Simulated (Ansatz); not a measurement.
Partial pair distribution functions of a relaxed model of amorphous Ba₁₂Zr₁₂O₃₆, broadened by 0.06 Å; density 5.27 g/cm³. These are PBE, scalar-relativistic without spin-orbit coupling (plane waves to 420 eV, PAW; Ansatz, a program for electronic structure) values and carry that method's errors.

A CHGNet melt-quench gave the starting glass, which DFT then relaxed. O atoms were pushed apart under 1.9 Å during the dynamics, to hinder bonds among them. The hot cell started wider than the set density and was brought back towards it in steps. It is the lowest in DFT energy of 2 quenches. It is a model cell: composition and starting density were chosen by hand, and all elements were melted together. No dispersion term was used. Its density started from a set value of 5.84 and ended at 5.27 g/cm³. The simulated quench (nominally 410 K/ps over its main leg) is rapid and tends to freeze in more defects than a deposited or slowly cooled glass has. A cell of this size samples the disorder only roughly. The volume was free in the relaxation, at fixed shape. Stress components on the final sampling reach 1.9 GPa.

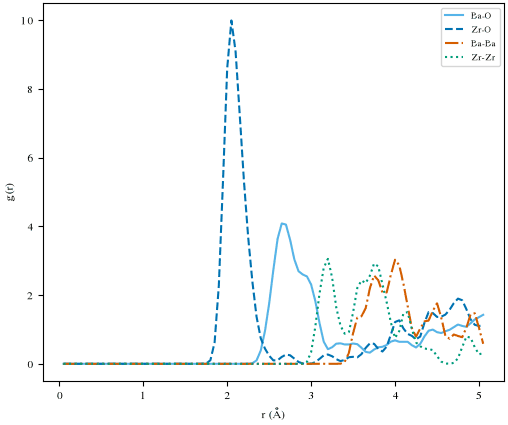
*Partial pair distribution functions*

Highest peaks under 4.5 Å: Ba-O near 2.65 Å, Zr-O near 2.05 Å, Ba-Ba near 4.00 Å, Zr-Zr near 3.20 Å; pairs of few atoms are noisy.

Within 3.66 Å each Ba has 7.67 O neighbours on average.
